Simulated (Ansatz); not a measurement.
# revPBE/cc-pVDZ run of AlNH3OF (SMILES [NH2][Al]([OH])[F])

Aim: the vertical ionisation energy of AlNH3OF at revPBE/cc-pVDZ, from 2 runs. 

The calculation is run with Ansatz 0.2.0.

126 further runs of the same task are left out: 126 set aside as unsound or not needed.

## Step 1: Starting point

The species is AlNH3OF (7 atoms), meant as a singlet with charge 0. As SMILES, `[NH2][Al]([OH])[F]`. Geometry: relaxed at PBE0-D4/def2-TZVP. This is one conformer, not always the lowest.

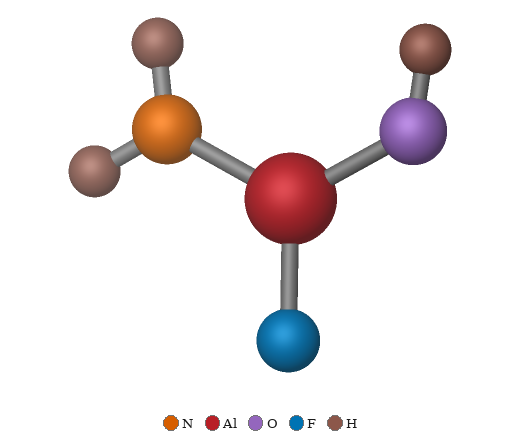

Viewed from a chosen angle; nitrogen orange, aluminium red, oxygen purple, fluorine blue, hydrogen brown.

## Step 2: A single-point energy at revPBE/cc-pVDZ

The input, job.yaml:

```yaml
crystal:
  periodic: [false, false, false]
  atoms:
    - {symbol: N, position_ang: [-0.569800, 0.926800, -0.530800]}
    - {symbol: Al, position_ang: [-0.133300, -0.630000, 0.151800]}
    - {symbol: O, position_ang: [1.368400, -1.004200, 0.819000]}
    - {symbol: F, position_ang: [-1.265600, -1.822100, 0.146500]}
    - {symbol: H, position_ang: [-1.473200, 1.130200, -0.925100]}
    - {symbol: H, position_ang: [0.029600, 1.732300, -0.586700]}
    - {symbol: H, position_ang: [2.105200, -0.401000, 0.879500]}
basis:
  gaussian:
    orbitals: cc-pVDZ
accuracy: high
output: {orbitals: {seedname: orbitals}}
hamiltonian:
  xc: {name: revPBE}
```

Run with:

```bash
$ ansatz run job.yaml --threads 1 --pin off --max-ram 3480MiB --events-out events.jsonl --progress --plain --runs-dir runs
```

Standard output:

```text
Warning: RAYON_NUM_THREADS=1 ignored (pool sized by the plan → 1); use --threads N
Functional definition: revPBE
  name "revPBE"
  parameter kappa = 1.245
  parameter beta = 0.06672455060314922
  exchange = pbe_x(kappa = kappa, mu = beta*pi^2/3)
  correlation = pbe_c(beta = beta)
1649 factors; integrals over basis functions are off by at most 3.7e-9 eV
mean field evaluation 1: about -12885.0760 eV, gradient 9.1e1 eV
mean field evaluation 2: about -12841.4545 eV, gradient 1.6e2 eV
mean field evaluation 4: about -12899.9147 eV, gradient 1.4e1 eV
mean field evaluation 8: about -12900.2359 eV, gradient 7.1e-1 eV
mean field evaluation 16: about -12900.2368 eV, gradient 1.4e-5 eV
mean field -12900.23676314 eV, -474.0749569510 hartree, gradient 8.9e-9 eV, S^2 0.000000; 0 other end points of the search recorded, 0 dependent functions left out
reference -12900.23676806 eV, -474.0749571316 hartree; 20, 20 occupied and 55, 55 virtual orbitals, 1649 factors
Total energy: -12900.23676806 eV, -474.0749571316 hartree
```

Wall time 5.1 s (1 thread of Arm Neoverse V1, shared host); peak memory 0.18 GiB.

## Step 3: The doublet cation

The input, in.yaml:

```yaml
crystal:
  periodic: [false, false, false]
  atoms:
    - {symbol: "N", position_ang: [-0.569800, 0.926800, -0.530800]}
    - {symbol: Al, position_ang: [-0.133300, -0.630000, 0.151800]}
    - {symbol: O, position_ang: [1.368400, -1.004200, 0.819000]}
    - {symbol: F, position_ang: [-1.265600, -1.822100, 0.146500]}
    - {symbol: H, position_ang: [-1.473200, 1.130200, -0.925100]}
    - {symbol: H, position_ang: [0.029600, 1.732300, -0.586700]}
    - {symbol: H, position_ang: [2.105200, -0.401000, 0.879500]}
basis:
  gaussian:
    orbitals: cc-pVDZ
total_charge: 1
magnetization:
  spin_polarized: true
  initial_magnetization: 1
hamiltonian:
  xc: {name: revPBE}
accuracy: high
output: {orbitals: {seedname: orbitals}}
```

Run with:

```bash
$ ansatz run in.yaml --threads 1 --pin off --max-ram 3480MiB --events-out events.jsonl --progress --plain --runs-dir runs
```

Standard output, cut to the lines that bear on the results:

```text
Warning: RAYON_NUM_THREADS=1 ignored (pool sized by the plan → 1); use --threads N
[... 6 set-up lines as earlier in the session ...]
1646 factors; integrals over basis functions are off by at most 3.8e-9 eV
mean field evaluation 1: about -12867.8009 eV, gradient 8.0e1 eV
mean field evaluation 2: about -12705.7362 eV, gradient 1.9e2 eV
mean field evaluation 4: about -12878.8394 eV, gradient 4.7e1 eV
mean field evaluation 8: about -12890.4664 eV, gradient 2.1e0 eV
mean field evaluation 16: about -12890.4883 eV, gradient 5.5e-3 eV
mean field evaluation 32: about -12888.2142 eV, gradient 3.1e0 eV
mean field evaluation 64: about -12889.9311 eV, gradient 2.0e0 eV
mean field -12890.48834080 eV, -473.7167090375 hartree, gradient 7.0e-8 eV, S^2 0.755102; 4 other end points of the search recorded, 0 dependent functions left out
reference -12890.48834597 eV, -473.7167092277 hartree; 20, 19 occupied and 55, 56 virtual orbitals, 1646 factors
Total energy: -12890.48834597 eV, -473.7167092277 hartree
```

Run time: 36 s. Hardware: 1 thread of Arm Neoverse V1, shared host; peak memory 0.24 GiB.

## Step 4: Summary of results

Level: revPBE/cc-pVDZ.

| quantity | value |
| --- | --- |
| singlet AlNH3OF: total energy | -474.07496 Eh |
| singlet AlNH3OF: HOMO energy | -5.89 eV |
| singlet AlNH3OF: LUMO energy | -0.88 eV |
| singlet AlNH3OF: HOMO–LUMO gap | 5.01 eV |
| doublet cation: total energy | -473.71671 Eh |
| doublet cation: HOMO energy (highest over α and β) | -13.83 eV |
| doublet cation: LUMO energy (lowest over α and β) | -13.44 eV |
| doublet cation: ⟨S²⟩ | 0.755 |
| vertical ionisation energy (to the doublet cation) | 9.748 eV |

**Reading.** The vertical ionisation energy comes to 9.75 eV (225 kcal/mol). The negative HOMO energy of the first species, 5.89 eV, lies 3.86 eV below that difference.
